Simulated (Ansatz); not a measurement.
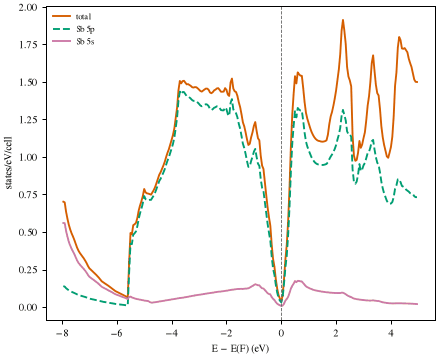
*Total and projected density of states of Sb (A7 (α-As type), space group No. 166), plane-wave PAW PBE+D3(BJ) (Ansatz code)*

Question: Which orbitals carry the states next to the Fermi level?

Answer: Within 0.5 eV of the Fermi level: Sb 5p 84 %, Sb 5s 13 %. Projections are on Löwdin-orthogonalised atomic valence shells; empty p or d shells of many metals are not among them.

Question: Where is the tallest occupied peak in this window, and what makes it?

Answer: Near -1.8 eV, about 1.5 states/eV per cell; the largest projected share is Sb 5p.

Space group R-3m (A7 (α-As type)). Symmetry was held in the PBE+D3(BJ) relaxation. Spin–orbit coupling is left out wherever it is not named.

Potentials: the earlier of the program's two PAW sets.
